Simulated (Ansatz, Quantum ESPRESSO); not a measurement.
# ScB2 (P6/mmm): zone-centre phonons

Wanted: the vibrations of ScB2 (P6/mmm) at Γ, by two programs.

Program: Quantum ESPRESSO 7.5. Level of theory: DFT LDA, scalar-relativistic, plane waves, GBRV ultrasoft pseudopotentials. Results are calculated unless marked as measured.

## Step 1: Set-up

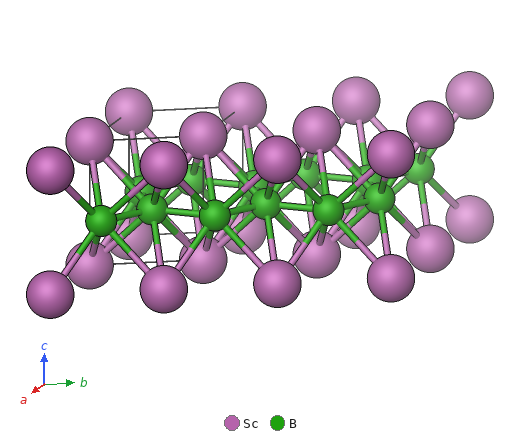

The cell as given, slightly off an axis (scandium purple, boron green). 2×3×1 cells are drawn. Some periodic images of atoms are drawn too.

## Step 2: A probe with smearing

A cheap run with smearing and empty bands tells whether the crystal has a gap, which decides between fixed occupations and smearing later on.

File probe.in:

```
&CONTROL
  calculation = 'scf'
  prefix      = 'x'
  outdir      = './tmp'
  pseudo_dir  = './pseudo'
  tprnfor     = .true.
  tstress     = .true.
  verbosity   = 'high'
/
&SYSTEM
  ibrav       = 0
  nat         = 3
  ntyp        = 2
  ecutwfc     = 40.0
  ecutrho     = 240.0
  occupations = 'smearing'
  smearing    = 'gaussian'
  degauss     = 0.01
/
&ELECTRONS
  conv_thr         = 1.0d-07
  mixing_beta      = 0.7
  electron_maxstep = 100
/
ATOMIC_SPECIES
 Sc     44.9559  Sc.upf
 B      10.8100  B.upf
CELL_PARAMETERS angstrom
     3.150000000    0.000000000    0.000000000
    -1.575000000    2.727980020    0.000000000
     0.000000000    0.000000000    3.520000000
ATOMIC_POSITIONS crystal
 Sc     0.000000000   0.000000000   0.000000000
 B      0.333333330   0.666666670   0.500000000
 B      0.666666670   0.333333330   0.500000000
K_POINTS automatic
 6 6 6 0 0 0
```

Started as:

```console
$ OMP_NUM_THREADS=1 mpirun -n 4 pw.x -nk 4 -in probe.in > probe.out
```

Output:

```text
[banners, grids, parts of the stress and lines that vanish by symmetry left out]
Program PWSCF v.7.5
     Message from routine setup:
     using ibrav=0 with symmetry is DISCOURAGED, use correct ibrav instead
[...]
kinetic-energy cutoff     =      40.0000  Ry
     charge density cutoff     =     240.0000  Ry
     scf convergence threshold =      1.0E-07
[...]
Exchange-correlation=  SLA  PZ   NOGX NOGC
                           (   1   1   0   0   0   0   0)
[...]
24 Sym. Ops., with inversion, found
[...]
(     0          1          0      )
                  (     0          0          1      )
[...]
(  0.0000000  1.0000000  0.0000000 )
                  (  0.0000000  0.0000000  1.0000000 )
[...]
(     0         -1          0      )
                  (     0          0          1      )
[...]
(    -1          0          0      )
                  (     0          0          1      )
[...]
( -0.8660254 -0.5000000  0.0000000 )
                  (  0.0000000  0.0000000  1.0000000 )
[...]
number of k points=    28  Gaussian smearing, width (Ry)=  0.0100
[...]
End of self-consistent calculation
[...]
the Fermi energy is    11.6734 ev
!    total energy              =    -107.27371975 Ry
[...]
convergence has been achieved in   8 iterations
[...]
atom    1 type  1   force =     0.00000000   -0.00000000    0.00000000
     atom    2 type  2   force =     0.00000000    0.00000000    0.00000000
     atom    3 type  2   force =     0.00000000    0.00000000    0.00000000
[...]
Total force =     0.000000     Total SCF correction =     0.000000
[...]
total   stress  (Ry/bohr**3)                   (kbar)     P=      -96.14
[...]
XML data file, charge density, pseudopotentials, collected wavefunctions

   JOB DONE.
```

Run time: 3.3 s. Hardware: 4 MPI ranks of Arm Neoverse N1, shared host.

Numbers from this step:

* volume per atom: 10.08 Å³
* pressure: -9.614 GPa
* gap on the k-mesh: 0 eV

No gap opens on this mesh, so smearing is kept; the start stands at -9.6 GPa.

## Step 3: Relaxing the cell and atoms

The relaxation runs at a cutoff a fifth above that of the response, since stress converges more slowly with the basis than frequencies do. Forces and stress are brought to rest with tight thresholds.

File relax.in:

```
&CONTROL
  calculation   = 'vc-relax'
  prefix        = 'x'
  outdir        = './tmp'
  pseudo_dir    = './pseudo'
  tprnfor       = .true.
  tstress       = .true.
  forc_conv_thr = 2.0d-05
  etot_conv_thr = 1.0d-07
  nstep         = 40
/
&SYSTEM
  ibrav       = 0
  nat         = 3
  ntyp        = 2
  ecutwfc     = 48
  ecutrho     = 288.0
  occupations = 'smearing'
  smearing    = 'mv'
  degauss     = 0.02
/
&ELECTRONS
  conv_thr         = 1.0d-11
  mixing_beta      = 0.7
  electron_maxstep = 100
/
&IONS
/
&CELL
  press_conv_thr = 0.2
/
ATOMIC_SPECIES
 Sc     44.9559  Sc.upf
 B      10.8100  B.upf
CELL_PARAMETERS angstrom
     3.150000000    0.000000000    0.000000000
    -1.575000000    2.727980020    0.000000000
     0.000000000    0.000000000    3.520000000
ATOMIC_POSITIONS crystal
 Sc     0.000000000   0.000000000   0.000000000
 B      0.333333330   0.666666670   0.500000000
 B      0.666666670   0.333333330   0.500000000
K_POINTS automatic
 12 12 10 0 0 0
```

Started as:

```console
$ OMP_NUM_THREADS=1 mpirun -n 4 pw.x -nk 4 -in relax.in > relax.out
```

Output:

```text
[banners, grids, parts of the stress and lines that vanish by symmetry left out]
[banner, memory and clock lines left out]
Program PWSCF v.7.5

[...]
kinetic-energy cutoff     =      48.0000  Ry
     charge density cutoff     =     288.0000  Ry
     scf convergence threshold =      1.0E-11
[...]
energy convergence thresh.=      1.0E-07
     force convergence thresh. =      2.0E-05
     press convergence thresh. =      2.0E-01
     Exchange-correlation=  SLA  PZ   NOGX NOGC
                           (   1   1   0   0   0   0   0)
[...]
24 Sym. Ops., with inversion, found
[...]
number of k points=   114  Marzari-Vanderbilt smearing, width (Ry)=  0.0200
[...]
End of self-consistent calculation
[...]
the Fermi energy is    11.7419 ev
!    total energy              =    -107.27401962 Ry
[...]
convergence has been achieved in  11 iterations
[...]
atom    1 type  1   force =     0.00000000    0.00000000    0.00000000
     atom    2 type  2   force =    -0.00000000   -0.00000000   -0.00000000
     atom    3 type  2   force =    -0.00000000    0.00000000    0.00000000
     Total force =     0.000000     Total SCF correction =     0.000000
[...]
total   stress  (Ry/bohr**3)                   (kbar)     P=      -94.15
[...]
number of bfgs steps    =   0
[...]
CELL_PARAMETERS (angstrom)
[...]
ATOMIC_POSITIONS (crystal)
Sc               0.0000000000        0.0000000000        0.0000000000
B                0.3333333300        0.6666666700        0.5000000000
B                0.6666666700        0.3333333300        0.5000000000
[...]
New effective cutoffs (rho, wfc):  297.17   49.60
[...]
End of self-consistent calculation
[...]
the Fermi energy is    12.3704 ev
!    total energy              =    -107.27723622 Ry
[...]
convergence has been achieved in   7 iterations
[...]
atom    1 type  1   force =     0.00000000    0.00000000    0.00000000
     atom    2 type  2   force =    -0.00000000   -0.00000000   -0.00000000
     atom    3 type  2   force =     0.00000000    0.00000000    0.00000000
     Total force =     0.000000     Total SCF correction =     0.000000
[...]
total   stress  (Ry/bohr**3)                   (kbar)     P=       -0.70
[...]
number of bfgs steps    =   1
[...]
CELL_PARAMETERS (angstrom)
[...]
ATOMIC_POSITIONS (crystal)
Sc               0.0000000000        0.0000000000        0.0000000000
[...]
New effective cutoffs (rho, wfc):  297.66   49.71
[...]
End of self-consistent calculation
[...]
the Fermi energy is    12.3791 ev
!    total energy              =    -107.27726350 Ry
[...]
convergence has been achieved in   7 iterations
[...]
atom    1 type  1   force =     0.00000000   -0.00000000    0.00000000
     atom    2 type  2   force =    -0.00000000    0.00000000   -0.00000000
     atom    3 type  2   force =    -0.00000000   -0.00000000   -0.00000000
     Total force =     0.000000     Total SCF correction =     0.000000
[...]
total   stress  (Ry/bohr**3)                   (kbar)     P=        0.04
[...]
number of bfgs steps    =   2
[...]
CELL_PARAMETERS (angstrom)
[...]
ATOMIC_POSITIONS (crystal)
[...]
New effective cutoffs (rho, wfc):  297.99   49.84
[...]
End of self-consistent calculation
[...]
the Fermi energy is    12.3814 ev
!    total energy              =    -107.27726945 Ry
[...]
convergence has been achieved in   8 iterations
[...]
atom    1 type  1   force =     0.00000000   -0.00000000   -0.00000000
     atom    2 type  2   force =    -0.00000000   -0.00000000    0.00000000
     atom    3 type  2   force =     0.00000000    0.00000000   -0.00000000
     Total force =     0.000000     Total SCF correction =     0.000000
[...]
total   stress  (Ry/bohr**3)                   (kbar)     P=       -0.03
[...]
number of bfgs steps    =   3
[...]
small trust_radius: resetting bfgs history
[...]
CELL_PARAMETERS (angstrom)
[...]
ATOMIC_POSITIONS (crystal)
[...]
New effective cutoffs (rho, wfc):  298.00   49.84
[...]
End of self-consistent calculation
[...]
the Fermi energy is    12.3816 ev
!    total energy              =    -107.27726945 Ry
[...]
convergence has been achieved in   4 iterations
[...]
atom    1 type  1   force =     0.00000000    0.00000000    0.00000000
     atom    2 type  2   force =    -0.00000000    0.00000000    0.00000000
     atom    3 type  2   force =     0.00000000   -0.00000000   -0.00000000
     Total force =     0.000000     Total SCF correction =     0.000000
[...]
total   stress  (Ry/bohr**3)                   (kbar)     P=        0.00
[...]
bfgs converged in   5 scf cycles and   4 bfgs steps
[...]
End of BFGS Geometry Optimization
     Final enthalpy           =    -107.2772694523 Ry
     File ./tmp/x.bfgs deleted, as requested
[...]
CELL_PARAMETERS (angstrom)
[...]
ATOMIC_POSITIONS (crystal)
[...]
B                0.3333333300        0.6666666700        0.5000000000
B                0.6666666700        0.3333333300        0.5000000000
[...]
Final scf calculation at the relaxed structure.
[...]
kinetic-energy cutoff     =      48.0000  Ry
     charge density cutoff     =     288.0000  Ry
     scf convergence threshold =      1.0E-13
[...]
press convergence thresh. =      2.0E-01
     Exchange-correlation=  SLA  PZ   NOGX NOGC
                           (   1   1   0   0   0   0   0)
[...]
24 Sym. Ops., with inversion, found
[...]
number of k points=   114  Marzari-Vanderbilt smearing, width (Ry)=  0.0200
[...]
c_bands:  1 eigenvalues not converged
     c_bands:  1 eigenvalues not converged
     c_bands:  1 eigenvalues not converged
[...]
End of self-consistent calculation
[...]
the Fermi energy is    12.3816 ev
!    total energy              =    -107.27721833 Ry
[...]
convergence has been achieved in  13 iterations
[...]
atom    1 type  1   force =     0.00000000   -0.00000000   -0.00000000
     atom    2 type  2   force =    -0.00000000   -0.00000000   -0.00000000
     atom    3 type  2   force =    -0.00000000    0.00000000   -0.00000000
     Total force =     0.000000     Total SCF correction =     0.000000
[...]
total   stress  (Ry/bohr**3)                   (kbar)     P=        0.17
[...]
XML data file, charge density, pseudopotentials, collected wavefunctions
```

It took 69 s on 4 MPI ranks.

Step by step:

| step | energy less that of the first step (eV) | largest force (eV/Å) | pressure (GPa) | volume (Å³) |
| --- | --- | --- | --- | --- |
| 1 | 0.0000 | 0.0000 | -9.42 | 30.25 |
| 2 | -0.0438 | 0.0000 | -0.07 | 28.82 |
| 3 | -0.0441 | 0.0000 | 0.00 | 28.80 |
| 4 | -0.0442 | 0.0000 | 0.00 | 28.80 |
| 5 | -0.0442 | 0.0000 | 0.00 | 28.79 |
| 6 | -0.0435 | 0.0000 | 0.02 | 28.79 |

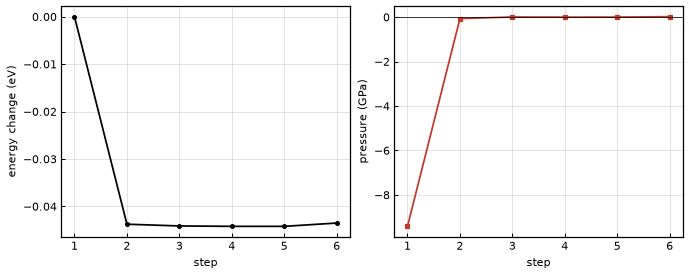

Energy and pressure along the relaxation.

| conventional cell, symmetrised | before | after | change |
| --- | --- | --- | --- |
| a (Å) | 3.150 | 3.103 | -1.5 % |
| b (Å) | 3.150 | 3.103 | -1.5 % |
| c (Å) | 3.520 | 3.454 | -1.9 % |
| volume (Å³/atom) | 10.08 | 9.60 | -4.8 % |

The relaxed structure:

```xyz
3
Lattice="3.1026 0.0000 0.0000 -1.5513 2.6870 0.0000 0.0000 0.0000 3.4540" Properties=species:S:1:pos:R:3 pbc="T T T"
Sc    0.0000    0.0000    0.0000
B     0.0000    1.7913    1.7270
B     1.5513    0.8957    1.7270
```

The last row of the table of steps is pw.x's closing run on a basis chosen anew for the final cell, so its energy can jump.

Numbers from this step:

```yaml
volume_per_atom: 9.598 Å³
pressure: 0.01767 GPa
```

The volume changes by -4.8 % from the cell with which this run began.

## Step 4: Ground state

The response is built on this ground state, so it is converged far tighter than an energy would need. Smearing stays on, as the first look found no gap above 0.3 eV.

File scf.in:

```
&CONTROL
  calculation = 'scf'
  prefix      = 'x'
  outdir      = './tmp'
  pseudo_dir  = './pseudo'
  tprnfor     = .true.
  tstress     = .true.
/
&SYSTEM
  ibrav       = 0
  nat         = 3
  ntyp        = 2
  ecutwfc     = 40.0
  ecutrho     = 240.0
  occupations = 'smearing'
  smearing    = 'mv'
  degauss     = 0.02
/
&ELECTRONS
  conv_thr         = 1.0d-12
  mixing_beta      = 0.7
  electron_maxstep = 100
/
ATOMIC_SPECIES
 Sc     44.9559  Sc.upf
 B      10.8100  B.upf
CELL_PARAMETERS angstrom
     3.102626354    0.000000000    0.000000000
    -1.551313177    2.686953241    0.000000000
     0.000000000    0.000000000    3.454016503
ATOMIC_POSITIONS crystal
 Sc     0.000000000   0.000000000   0.000000000
 B      0.333333333   0.666666667   0.500000000
 B      0.666666667   0.333333333   0.500000000
K_POINTS automatic
 12 12 10 0 0 0
```

Started as:

```console
$ OMP_NUM_THREADS=1 mpirun -n 4 pw.x -nk 4 -in scf.in > scf.out
```

Output:

```text
[banners, grids, parts of the stress and lines that vanish by symmetry left out]
[banner, memory and clock lines left out]
Program PWSCF v.7.5

[...]
kinetic-energy cutoff     =      40.0000  Ry
     charge density cutoff     =     240.0000  Ry
     scf convergence threshold =      1.0E-12
[...]
Exchange-correlation=  SLA  PZ   NOGX NOGC
                           (   1   1   0   0   0   0   0)
[...]
24 Sym. Ops., with inversion, found
[...]
number of k points=   114  Marzari-Vanderbilt smearing, width (Ry)=  0.0200
[...]
End of self-consistent calculation
[...]
the Fermi energy is    12.3819 ev
!    total energy              =    -107.27695335 Ry
[...]
convergence has been achieved in  13 iterations
[...]
atom    1 type  1   force =     0.00000000    0.00000000    0.00000000
     atom    2 type  2   force =    -0.00000000    0.00000000   -0.00000000
     atom    3 type  2   force =     0.00000000    0.00000000    0.00000000
     Total force =     0.000000     Total SCF correction =     0.000000
[...]
total   stress  (Ry/bohr**3)                   (kbar)     P=       -0.53
[...]
XML data file, charge density, pseudopotentials, collected wavefunctions
```

Elapsed: 12 s, on 4 MPI ranks; 48 s of CPU time.

Read from the output:

```
pressure : -0.053 GPa
```

The cell stands at -0.053 GPa, close enough for phonons.

(Part 1 of 3 ends here.)

[Host names and launcher messages were left out of these logs when they were recorded.]

[Logs are printed without paths, hosts, clocks, repeated set-up lines and the standing remarks that a program may print on its own settings, such as how far it seeks lower states.]

[Hosts, paths, dates, database ids (printed as entryN), source tags and the programs' standing remarks are cut or masked in the printed files.]
